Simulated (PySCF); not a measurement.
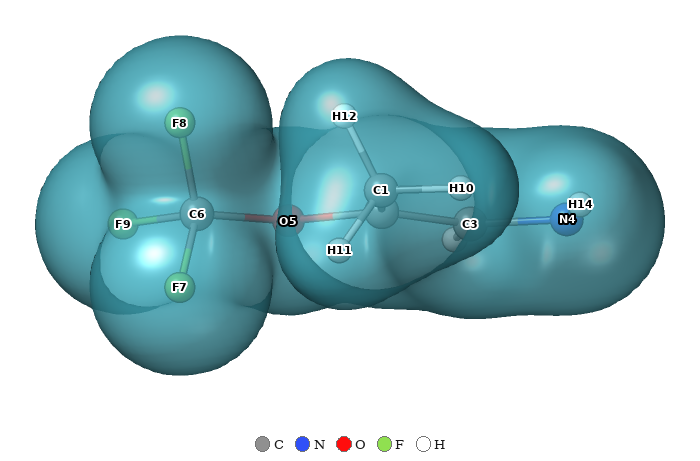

Figure. C$_{4}$H$_{5}$F$_{3}$NO (doublet). Isosurface of the electron density at 0.1 e/Å³ (cyan), seen from one side.

Geometry: GFN2-xTB.

These are results of UKS B3LYP, pcH-1 on C F H N O, non-relativistic, mean-field spin-orbit, GIAO (PySCF), not measurements.

| atom | x (Å) | y (Å) | z (Å) |
| --- | --- | --- | --- |
| C | 0.7011 | 0.9965 | -0.3180 |
| C | 0.2672 | -0.3516 | 0.1102 |
| C | 1.1082 | -1.4197 | 0.4675 |
| N | 2.3931 | -1.4595 | 0.4948 |
| O | -1.0916 | -0.6768 | 0.1821 |
| C | -2.0385 | 0.2029 | -0.0861 |
| F | -2.0393 | 1.2727 | 0.7286 |
| F | -1.9916 | 0.7024 | -1.3332 |
| F | -3.2189 | -0.3853 | 0.0482 |
| H | 1.7864 | 1.0542 | -0.2874 |
| H | 0.2960 | 1.7750 | 0.3327 |
| H | 0.3725 | 1.2172 | -1.3367 |
| H | 0.5998 | -2.3335 | 0.7578 |
| H | 2.8549 | -0.5951 | 0.2173 |

Which contacts does the surface bridge?

At this value the surface is in one piece. It bridges the sampled C–N (1.29 Å), C–O (1.32 Å), C–F (1.33 Å) and C–C (1.41 Å) contacts, where the density stays above the isovalue. On the grid the lowest density along these lines, outside the cores, is 2.6 e/Å³ (C–N, 1.29 Å), 2.3 e/Å³ (C–O, 1.32 Å), 2 e/Å³ (C–F, 1.33 Å) and 2.1 e/Å³ (C–C, 1.41 Å).
